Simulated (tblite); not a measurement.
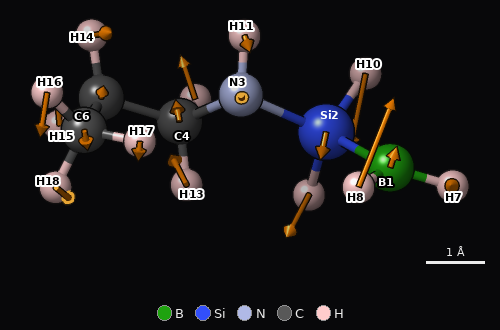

A relaxation of C3H12BNSi. The starting structure is drawn; orange arrows show the displacements, at their true length. The two geometries are superimposed by the best rigid fit.

A ball-and-stick model, seen from a free direction.

These are results of GFN2-xTB geometry optimisation, gas phase (tblite 0.8.0), not measurements. 

Q: Atoms of which element are displaced furthest, and by how much?

A: Hydrogen: up to 1.72 Å, against 0.55 Å for silicon.

Q: What did the optimiser do to the structure, and how much energy did it gain?

A: Over 149 geometry steps the energy falls by 89.2 kJ/mol. The atom that moves furthest after the best rigid fit is an H atom (1.72 Å). By element the largest moves are H 1.72 Å, Si 0.55 Å, C 0.46 Å, B 0.42 Å, N 0.35 Å. Some distances before and after: N–Si 1.804 → 1.722 Å, C–N 1.484 → 1.440 Å, C–H 1.129 → 1.088 Å, H–Si 1.449 → 1.490 Å. Among the angles between lasting bonds that change: Si–N–C 102.6° → 124.9°, Si–N–H 108.7° → 119.6°, N–Si–H 112.0° → 103.9°. Groups turn about C–C by about 35°, B–Si by about 25°.
